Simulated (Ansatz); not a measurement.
# A computed series for CaF2: pressure series

Start from CaF2 in the fluorite structure (space group Fm-3m, No. 225; a = 5.421 Å).

Cell and atoms are relaxed at each pressure.

Method: PBEsol (Ansatz, an electronic-structure program; PAW; 420 eV plane waves; scalar-relativistic without spin-orbit coupling).

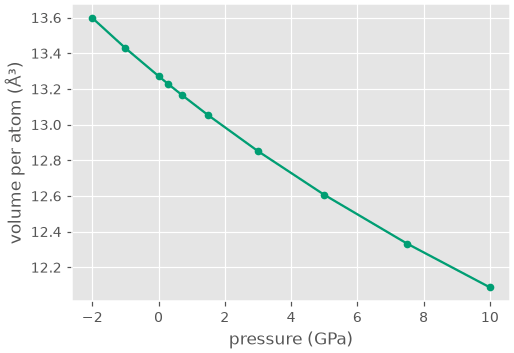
Fig. 1. Volume per atom against pressure

**Question.** From the plot, what is the volume per atom for pressure 0.3 GPa?

**Answer.** About 13.2 Å³.

**Question.** Is the trend monotonic over the range shown?

**Answer.** Yes, it falls throughout, spanning 12.09 Å³ to 13.60 Å³.

Load acts through the strain it causes; cell and atoms are relaxed under it. Stability against distortions was not tested. No other phases were tried under pressure.
